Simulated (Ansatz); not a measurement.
# BrFH$_{5}$HfNO$_{2}$: what the fields show

```xyz
11

Hf    0.0737   -0.6483    0.0353
F     0.9296    0.6075    1.9132
N     1.8399    0.0020   -0.7415
H     2.2573   -0.3042   -1.6269
H     2.4202    0.7478   -0.3410
O    -1.3533    0.6674    0.0434
H    -1.6714    1.5788   -0.0216
O    -0.4060   -1.9481   -1.3006
H    -0.9591   -2.4476   -1.9156
Br    0.2346   -2.1868    2.2166
H     0.8475   -0.2179    2.4498
```

Core potentials replace the inner electrons of Hf.

The calculation used Ansatz 0.2.0, RKS PBE/def2-SVP.

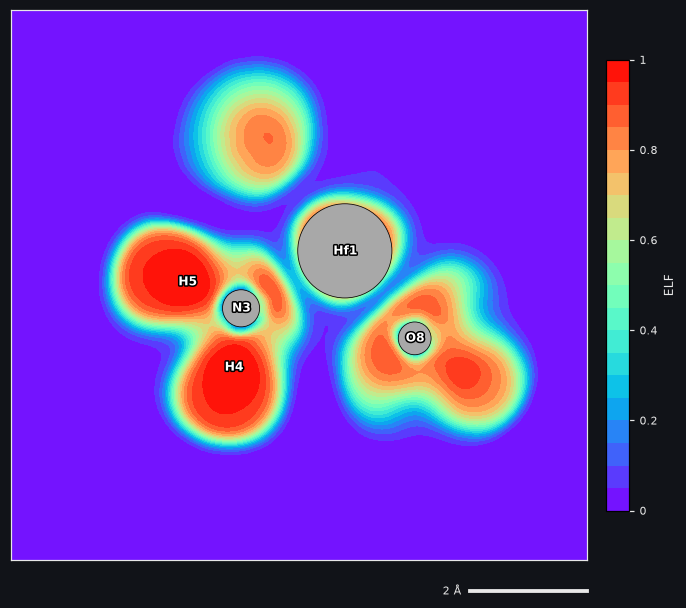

Figure 1. ELF on the plane of atoms Hf1, N3 and H5. Grey discs cover the atomic cores.

Question: Interpret the plot.

Answer:
- The section cuts through Hf, N, H and O sites.
- Hf–O (1.92 Å): the ELF peaks at about 0.80 in the valence shell of O, 0.5 Å from its nucleus, and drops to about 0.20 between the two atoms.
- Hf–N (2.04 Å): the ELF peaks at about 0.90 in the valence shell of N, 0.6 Å from its nucleus, and drops to about 0.25 between the two atoms.
- N–H (1.03 Å): the ELF climbs to about 1 towards the hydrogen, as it does in any bond to H (an ordinary covalent bond to hydrogen).

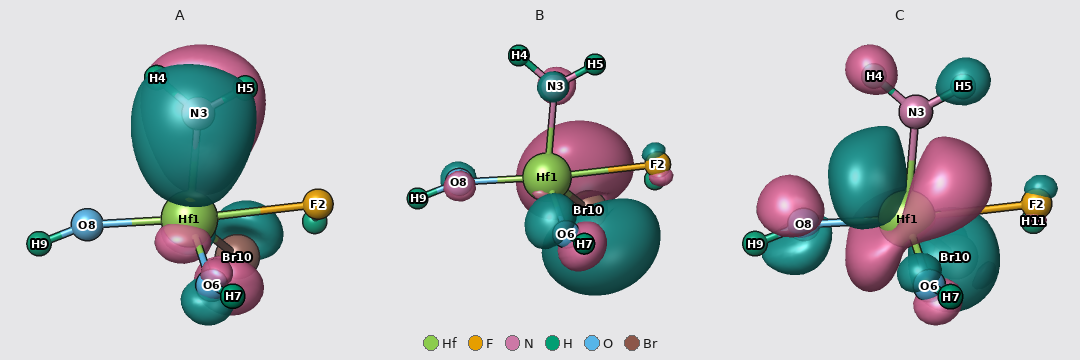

Figure 2. Three frontier orbitals at ±0.1 Å⁻³ᐟ² (teal and pink are the two phases), in no order.

Question: Which picture is the HOMO−1, the HOMO and the LUMO?

Answer: B is the HOMO−1 (−6.80 eV). It lies mainly on Br10 (about 80 %) and O6 (about 5 %); largely a lone pair of Br10. A is the HOMO (−5.90 eV). By Hirshfeld shares it lies mainly on N3 (about 65 %), Hf1 (about 15 %) and Br10 (about 5 %); largely a lone pair of N3. C is the LUMO (−0.98 eV). It lies mainly on Hf1 (about 70 %) and O8 (about 10 %).

Question: What is the HOMO–LUMO gap?

Answer: 4.92 eV between the orbital energies.
